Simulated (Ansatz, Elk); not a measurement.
# LaTl3B2: X-ray structure factors from the self-consistent density

Structure refinements treat a crystal as free atoms side by side. For a made-up structure of LaTl3B2 (cell and positions from a PBEsol relaxation) the runs below show what the calculated density changes in F(hkl).

Program: Elk 11.2.3 (patched build). Level of theory: DFT, PBE, all-electron APW+lo, Dirac cores, scalar-relativistic bands, static density, no spin. Results are calculated unless marked as measured.

The structure was built from a prototype and need not be the compound's stable phase.

## 1. The structure

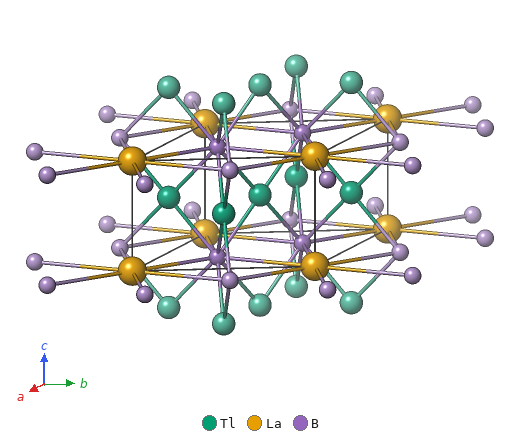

The cell as given, slightly off an axis (thallium teal, lanthanum orange, boron purple). Some periodic images of atoms are drawn too.

## 2. Ground state and structure factors

An all-electron density is needed, since X-rays see the cores too. Task 0 finds the density and task 195 Fourier-transforms it; tshift is off so that phases refer to the origin typed.

Input file elk.in:

```
tasks
  0
  195

xctype
  20

spinpol
  .false.

rgkmax
  7.0

gmaxvr
  14.0

lmaxo
  7

lmaxapw
  8

swidth
  0.002

tshift
  .false.

ramdisk
  .false.

hmaxvr
  5.5

maxscl
  120

epspot
  1e-06

sppath
  './'

avec
  11.65844060956 0.00000000000 0.00000000000
  -5.82922030478 10.09650573639 0.00000000000
  0.00000000000 0.00000000000 7.15408758529

atoms
  3
  'Tl.in'
  3
  0.5000000000 0.0000000000 0.5000000000   0.000000 0.000000 0.000000
  0.5000000000 0.5000000000 0.5000000000   0.000000 0.000000 0.000000
  0.0000000000 0.5000000000 0.5000000000   0.000000 0.000000 0.000000
  'La.in'
  1
  -0.0000000000 0.0000000000 0.0000000000   0.000000 0.000000 0.000000
  'B.in'
  2
  0.3333333333 0.6666666667 0.0000000000   0.000000 0.000000 0.000000
  0.6666666667 0.3333333333 0.0000000000   0.000000 0.000000 0.000000

ngridk
  4 4 6
```

Command:

```console
OMP_NUM_THREADS=4 elk
```

Numbers of over 12 decimals in the logs are rounded to 6 here.

The log of the run:

```text
┌─────────────────────────┐
│ Elk code version 11.2.3 │
└─────────────────────────┘

All units are atomic (Hartree, Bohr, etc.)

┌─────────────────────────────────────────────────┐
│ Ground-state run starting from atomic densities │
└─────────────────────────────────────────────────┘

Lattice vectors :
   11.65844061       0.000000000       0.000000000
  -5.829220305       10.09650574       0.000000000
   0.000000000       0.000000000       7.154087585

Reciprocal lattice vectors :
  0.5389387413      0.3111564273      -0.000000000
   0.000000000      0.6223128547       0.000000000
   0.000000000      -0.000000000      0.8782650802

Unit cell volume      :    842.1041620
Brillouin zone volume :   0.2945600136

Muffin-tin inner radius fraction :   0.1000000000E-01

Nuclei treated as point charges

Species : 1 (Tl)
 parameters loaded from : Tl.in
 name : thallium
 nuclear charge    :   -81.00000000
 electronic charge :    81.00000000
 atomic mass :    372567.9643
 muffin-tin radius :    2.800000000
 number of radial points in muffin-tin :   1393
 inner part over the whole radius :   0.9893942913E-02
 number on inner part of muffin-tin    :   1000
 approximate nuclear radius :   0.1043008296E-03
 number of mesh points to nuclear radius :    525
 atomic positions (lattice), magnetic fields (Cartesian) :
  1 :   0.50000000  0.00000000  0.50000000    0.00000000  0.00000000  0.00000000
  2 :   0.50000000  0.50000000  0.50000000    0.00000000  0.00000000  0.00000000
  3 :   0.00000000  0.50000000  0.50000000    0.00000000  0.00000000  0.00000000

Species : 2 (La)
 parameters loaded from : La.in
 name : lanthanum
 nuclear charge    :   -57.00000000
 electronic charge :    57.00000000
 atomic mass :    253209.2366
 muffin-tin radius :    2.800000000
 number of radial points in muffin-tin :   1393
 inner part over the whole radius :   0.9924947902E-02
 number on inner part of muffin-tin    :    996
 approximate nuclear radius :   0.9226798129E-04
 number of mesh points to nuclear radius :    505
 atomic positions (lattice), magnetic fields (Cartesian) :
  1 :   0.00000000  0.00000000  0.00000000    0.00000000  0.00000000  0.00000000

Species : 3 (B)
 parameters loaded from : B.in
 name : boron
 nuclear charge    :   -5.000000000
 electronic charge :    5.000000000
 atomic mass :    19707.24742
 muffin-tin radius :    1.800000000
 number of radial points in muffin-tin :    593
 inner part over the whole radius :   0.9957276294E-02
 number on inner part of muffin-tin    :    405
 approximate nuclear radius :   0.4534157419E-04
 number of mesh points to nuclear radius :    161
 atomic positions (lattice), magnetic fields (Cartesian) :
  1 :   0.33333333 -0.33333333  0.00000000    0.00000000  0.00000000  0.00000000
  2 :  -0.33333333  0.33333333  0.00000000    0.00000000  0.00000000  0.00000000

Total number of atoms per unit cell :    6
Total muffin-tin volume :    416.6673393
 ratio of muffin-tin to unit cell volume :   0.4947931124

Spin treatment :
 spin-unpolarised

Number of Bravais lattice symmetries :   24
Number of crystal symmetries         :   24
Crystal has inversion symmetry
Real symmetric eigensolver will be used

k-point grid :      4     4     6
k-point offset :    0.000000000       0.000000000       0.000000000
k-point set is reduced with full crystal symmetry group
Total number of k-points :       16

Muffin-tin radius times maximum |G+k| :    7.000000000
 using average radius
Maximum |G+k| for APW functions       :    2.837837838
Maximum (1/2)|G+k|²                   :    4.026661797
Maximum |G| for potential and density :    14.00000000
Constant for pseudocharge density :   10
 order of it for each species :   17  17  17
 order of it for pair densities of each species (exact exchange by exxq0 0: 18) :   13  13   4
Radial integration step length :    1

G-vector grid sizes :     54    54    32
Number of G-vectors :    38947

Maximum angular momentum used for
 APW functions            :    8
 outer part of muffin-tin :    7
[...]
exchange                    :     -1339.2044655059
 correlation                 :     -18.454251475207
 electron entropic           :    -0.14246649614945E-02
 total energy                :     -69415.667899039

Density of states at Fermi energy :    113.7193427
 (states/Hartree/unit cell)

Estimated indirect band gap :   0.1080458312E-02
 from k-point 14 to k-point 14
Estimated direct band gap   :   0.1080458312E-02
 at k-point 14

Charges :
 core                        :    236.0000000
 valence                     :    74.00000000
 interstitial                :    8.769316598
 muffin-tins (core leakage)
  species : 1 (Tl)
[...]
species : 2 (La)
[...]
species : 3 (B)
[...]
total in muffin-tins        :    301.2306834
 total calculated charge     :    309.9979811
 total charge                :    310.0000000
 error                       :   0.2018854484E-02

RMS change in Kohn-Sham potential (target) :    2.118960766     (  0.1000000000E-05)
Absolute change in total energy (target)   :    1.432407781     (  0.1000000000E-03)

[... loops 3 to 18 left out ...]

┌──────────────────┐
│ Loop number : 19 │
└──────────────────┘

Energies :
 Fermi                       :     0.290256
 sum of occupied eigenvalues :     -42832.856405566
 electron kinetic            :      79688.351596557
 core electron kinetic       :      78937.088487445
 Coulomb                     :     -147743.05613771
 Coulomb potential           :     -120744.36709643
 nuclear-nuclear             :     -5514.8687478308
 electron-nuclear            :     -163811.92395607
 Hartree                     :      21583.736566188
 Madelung                    :     -87370.872589494
 xc potential                :     -1776.8409056916
 exchange                    :     -1339.6978967410
 correlation                 :     -18.473828626008
 electron entropic           :    -0.11448011395172E-02
 total energy                :     -69412.877411321

Density of states at Fermi energy :    91.49684706
 (states/Hartree/unit cell)

Estimated indirect band gap :   0.2302638143E-02
 from k-point 10 to k-point 6
Estimated direct band gap   :   0.9838342425E-02
 at k-point 5

Charges :
 core                        :    236.0000000
 valence                     :    74.00000000
 interstitial                :    8.642402512
 muffin-tins (core leakage)
  species : 1 (Tl)
[...]
species : 2 (La)
[...]
species : 3 (B)
[...]
total in muffin-tins        :    301.3575975
 total calculated charge     :    309.9982306
 total charge                :    310.0000000
 error                       :   0.1769387892E-02

RMS change in Kohn-Sham potential (target) :   0.1806716153E-06 (  0.1000000000E-05)
Absolute change in total energy (target)   :   0.4641787382E-04 (  0.1000000000E-03)

Convergence targets achieved

┌──────────────────┐
│ Loop number : 20 │
└──────────────────┘

Energies :
 Fermi                       :     0.290256
 sum of occupied eigenvalues :     -42832.856409930
 electron kinetic            :      79688.351599494
 core electron kinetic       :      78937.088491703
 Coulomb                     :     -147743.05614309
 Coulomb potential           :     -120744.36710108
 nuclear-nuclear             :     -5514.8687478308
 electron-nuclear            :     -163811.92396201
 Hartree                     :      21583.736566741
 Madelung                    :     -87370.872592554
 xc potential                :     -1776.8409083435
 exchange                    :     -1339.6978967929
 correlation                 :     -18.473828624371
 electron entropic           :    -0.11448014275276E-02
 total energy                :     -69412.877413820

Density of states at Fermi energy :    91.49687796
 (states/Hartree/unit cell)

Estimated indirect band gap :   0.2302632424E-02
 from k-point 10 to k-point 6
Estimated direct band gap   :   0.9838346732E-02
 at k-point 5

Charges :
 core                        :    236.0000000
 valence                     :    74.00000000
 interstitial                :    8.642402594
 muffin-tins (core leakage)
  species : 1 (Tl)
[...]
species : 2 (La)
   atom 1                    :    54.48268169     (  0.2149742619E-03)
  species : 3 (B)
   atom 1                    :    3.631063778     (  0.6522483802E-04)
   atom 2                    :    3.631063778     (  0.6522483802E-04)
 total in muffin-tins        :    301.3575974
 total calculated charge     :    309.9982306
 total charge                :    310.0000000
 error                       :   0.1769387912E-02

┌──────────────────────────────┐
│ Self-consistent loop stopped │
└──────────────────────────────┘

Warning : core states of species 2 leak from the muffin-tin :   0.2149742619E-03

Wrote STATE.OUT
```

Run time: 40 s. Hardware: 4 threads of Arm Neoverse V2, shared host; peak memory 0.26 GiB.

SFACRHO.OUT:

```text

h k l indices transformed by vhmat matrix:
   1.000000000       0.000000000       0.000000000    
   0.000000000       1.000000000       0.000000000    
   0.000000000       0.000000000       1.000000000    

      h      k      l  multipl.   |H|            Re(F)            Im(F)           |F|

      0      0      0      1   0.0000000       310.00000      0.14535161E-16   310.00000    
      1     -1      0      6  0.62231285      -28.856174     -0.10956134E-14   28.856174    
      0      0     -1      2  0.87826508      -165.61474     -0.12498090E-12   165.61474    
      1     -1     -1     12   1.0763934       116.18285      0.41268105E-13   116.18285    
      1     -2      0      6   1.0778775      -17.539758      0.17742646E-13   17.539758    
      2      0      0      6   1.2446257       252.45765     -0.15630751E-12   252.45765    
      1      1      1     12   1.3903846       117.92493     -0.69904559E-13   117.92493    
      0     -2     -1     12   1.5232999      -158.18485     -0.32430156E-12   158.18485    
      3     -2      0     12   1.6464851      -24.852497      0.75597324E-13   24.852497    
      0      0      2      2   1.7565302       236.34294     -0.21669811E-12   236.34294    
      0     -1      2     12   1.8635105      -24.040095     -0.55876283E-13   24.040095    
      2      1     -1     24   1.8660821       100.60678     -0.17219391E-12   100.60678    
     -3      3      0      6   1.8669386      -17.976464      0.25984708E-14   17.976464    
     -2      1     -2     12   2.0608780      -17.724113     -0.53476201E-13   17.724113    
     -3      3     -1     12   2.0632036       102.67786      0.34117105E-13   102.67786    
      2     -2     -2     12   2.1527869       213.74546      0.30768476E-12   213.74546    
     -2      4      0      6   2.1557550       219.18088     -0.23936446E-12   219.18088    
      1      3      0     12   2.2437809      -22.725256      0.36520446E-15   22.725256
```

Elk indexes on the primitive cell of elk.in and gives |H| = 4π sin θ/λ in inverse bohr. Below, one row stands for each form hkl of the conventional cell (m members, Friedel mates merged), F is for one primitive cell and the density is static (no thermal factor). Free-atom factors are Waasmaier and Kirfel's, and R is Σm||F|−|F'||/Σm|F|.

| hkl | m | sin θ/λ (Å⁻¹) | abs F, DFT | neutral atoms | diff. |
| --- | --- | --- | --- | --- | --- |
| 100 | 6 | 0.094 | 28.856 | 28.955 | -0.099 |
| 001 | 2 | 0.132 | 165.615 | 166.135 | -0.520 |
| 101 | 12 | 0.162 | 116.183 | 116.528 | -0.345 |
| 110 | 6 | 0.162 | 17.540 | 17.914 | -0.374 |
| 200 | 6 | 0.187 | 252.458 | 252.868 | -0.410 |
| 111 | 12 | 0.209 | 117.925 | 117.939 | -0.014 |
| 201 | 12 | 0.229 | 158.185 | 158.495 | -0.310 |
| 210 | 12 | 0.248 | 24.852 | 25.069 | -0.216 |
| 002 | 2 | 0.264 | 236.343 | 236.647 | -0.304 |
| 102 | 12 | 0.280 | 24.040 | 24.248 | -0.208 |
| 211 | 24 | 0.281 | 100.607 | 100.615 | -0.008 |
| 300 | 6 | 0.281 | 17.977 | 18.013 | -0.037 |
| 112 | 12 | 0.310 | 17.724 | 17.704 | +0.020 |
| 301 | 12 | 0.310 | 102.678 | 102.718 | -0.040 |

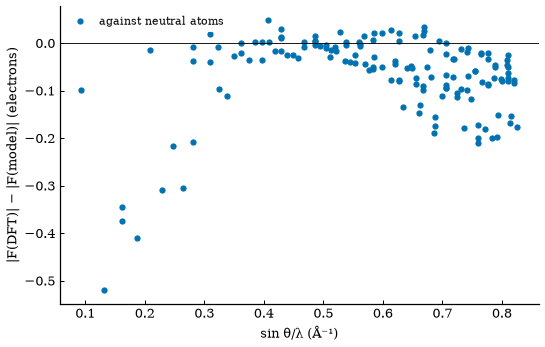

Difference between the calculated structure factors and the independent-atom ones.

## 3. The highest occupied states alone

An energy window below the Fermi level keeps the highest occupied states, to see at which angles they scatter; shallow core shells can lie inside it and anion s states outside. No new self-consistency is needed.

Edit elk.in of step 2 so:

```diff
@@ -1,3 +1,2 @@
 tasks
-  0
   195
@@ -40,2 +39,5 @@
 
+wsfac
+  -0.077240 0.590260
+
 sppath
```

Command:

```console
OMP_NUM_THREADS=4 elk
```

The log of the run:

```text
┌─────────────────────────────────┐
│ Elk code version 11.2.3 started │
└─────────────────────────────────┘

Info(readinput): the functional depends on the density's gradient
 muffin-tin radial points multiplied by    2.00000
 (not where nrmtscf is given)

┌────────────────────┐
│ Current task : 195 │
└────────────────────┘

Info(sfacrho): density structure factors written to SFACRHO.OUT

 Energy window :  -0.7724000000E-01  0.5902600000

┌──────────────────┐
│ Elk code stopped │
└──────────────────┘
```

It took 17 s on 4 threads; peak memory 0.16 GiB.

States within 10 eV below the Fermi level hold 17.37 electrons; any levels below the window count with the cores, and a count that is not whole means the window cuts a band. Their amplitudes can exceed the total, where window and core parts have opposite phase:

```
hkl  sin θ/λ (Å⁻¹)  abs F, window  abs F, all
100          0.094          2.670      28.856
001          0.132          0.554     165.615
101          0.162          0.671     116.183
110          0.162          1.851      17.540
200          0.187          0.271     252.458
111          0.209          1.696     117.925
201          0.229          0.847     158.185
210          0.248          0.299      24.852
002          0.264          0.638     236.343
102          0.280          0.120      24.040
```

## 4. Another functional

The difference from free atoms is small, so it is set against the change that PBEsol makes.

Edit elk.in of step 3 so:

```diff
@@ -1,2 +1,3 @@
 tasks
+  0
   195
@@ -4,3 +5,3 @@
 xctype
-  20
+  22
 
@@ -39,5 +40,2 @@
 
-wsfac
-  -0.077240 0.590260
-
 sppath
```

Command:

```console
OMP_NUM_THREADS=4 elk
```

The log of the run:

```text
┌─────────────────────────┐
│ Elk code version 11.2.3 │
└─────────────────────────┘

All units are atomic (Hartree, Bohr, etc.)

┌─────────────────────────────────────────────────┐
│ Ground-state run starting from atomic densities │
└─────────────────────────────────────────────────┘

Lattice vectors :
   11.65844061       0.000000000       0.000000000
  -5.829220305       10.09650574       0.000000000
   0.000000000       0.000000000       7.154087585

Reciprocal lattice vectors :
  0.5389387413      0.3111564273      -0.000000000
[...]
species : 1 (Tl)
[...]
species : 2 (La)
[...]
species : 3 (B)
   atom 1                    :    3.610733462     (  0.6755025248E-04)
   atom 2                    :    3.610733462     (  0.6755025248E-04)
 total in muffin-tins        :    301.3351342
 total calculated charge     :    309.9982361
 total charge                :    310.0000000
 error                       :   0.1763949419E-02

┌──────────────────────────────┐
│ Self-consistent loop stopped │
└──────────────────────────────┘

Warning : core states of species 2 leak from the muffin-tin :   0.2168513462E-03

Wrote STATE.OUT
[key lines of the parts left out:]
total energy                :     -69392.906496880
```

Run time: 39 s. Hardware: 4 threads; peak memory 0.25 GiB.

Against the first run R = 0.01 %; the largest change is -0.046 at 002.

## 5. Basis size

The basis and the expansions that go with it are enlarged, to see whether the differences are converged.

Edit elk.in of step 4 so:

```diff
@@ -5,3 +5,3 @@
 xctype
-  22
+  20
 
@@ -11,12 +11,12 @@
 rgkmax
-  7.0
+  8.5
 
 gmaxvr
-  14.0
+  18.0
 
 lmaxo
-  7
+  9
 
 lmaxapw
-  8
+  10
```

Command:

```console
OMP_NUM_THREADS=4 elk
```

The log of the run:

```text
┌─────────────────────────┐
│ Elk code version 11.2.3 │
└─────────────────────────┘

All units are atomic (Hartree, Bohr, etc.)

┌─────────────────────────────────────────────────┐
│ Ground-state run starting from atomic densities │
└─────────────────────────────────────────────────┘

Lattice vectors :
   11.65844061       0.000000000       0.000000000
  -5.829220305       10.09650574       0.000000000
   0.000000000       0.000000000       7.154087585

Reciprocal lattice vectors :
  0.5389387413      0.3111564273      -0.000000000
[...]
species : 1 (Tl)
[...]
species : 2 (La)
[...]
species : 3 (B)
   atom 1                    :    3.638899575     (  0.6532185363E-04)
   atom 2                    :    3.638899575     (  0.6532185363E-04)
 total in muffin-tins        :    301.3838927
 total calculated charge     :    309.9996878
 total charge                :    310.0000000
 error                       :   0.3122337069E-03

┌──────────────────────────────┐
│ Self-consistent loop stopped │
└──────────────────────────────┘

Warning : core states of species 2 leak from the muffin-tin :   0.2147142005E-03

Wrote STATE.OUT
[key lines of the parts left out:]
total energy                :     -69412.889534824
```

The job ended after 96 s (4 threads; peak memory 0.52 GiB; 4 min of CPU time).

Against the first run R = 0.00 %; the largest change is -0.013 at 221.

## 6. Settings against the effect

```csv
run,R against the first run (%),"R against neutral atoms, low angle (%)",wall time
"PBE, rgkmax 7",0.00,0.20,40 s
PBEsol,0.01,0.21,39 s
rgkmax 8.5 with larger expansions,0.00,0.20,96 s
```

## 7. Summary of results

* R against neutral atoms, sin θ/λ < 0.3 Å⁻¹: 0.20 %
* R against neutral atoms, 0.3 to 0.83 Å⁻¹: 0.09 %

What this shows: Independent neutral atoms miss the calculated amplitudes by R = 0.20 % below 0.3 Å⁻¹ and 0.09 % from there to 0.83 Å⁻¹; by shells, 0.32 % below 0.15 Å⁻¹ (2 forms), 0.19 % 0.15 to 0.3 (10 forms), 0.03 % 0.3 to 0.45 (21 forms), 0.10 % above 0.45 (116 forms). Bonding, aspherical density and the tables' own atoms all enter these figures, and the runs don't part them. The largest change of an amplitude is -0.52 electrons, at 001. The window's part falls from 17.4 electrons at the origin to at most 0.19 between 0.45 and 0.83 Å⁻¹. Below 0.3 Å⁻¹ the changes that finished (PBEsol and rgkmax 8.5 with larger expansions) move F by R = 0.02 % at most, against the 0.20 % that separates it from free atoms. The k-mesh has no finished test. Spin-orbit coupling is left out, which can matter for elements this heavy. Part of the difference isn't bonding: the tables are fits to free atoms and ions calculated by other methods than this functional. Thermal motion, anomalous dispersion and extinction are left out.

[Logs are printed without paths, hosts, clocks, repeated set-up lines and the standing remarks that a program may print on its own settings, such as how far it seeks lower states.]

[Hosts, paths, dates, database ids (printed as entryN), source tags and the programs' standing remarks are cut or masked in the printed files.]
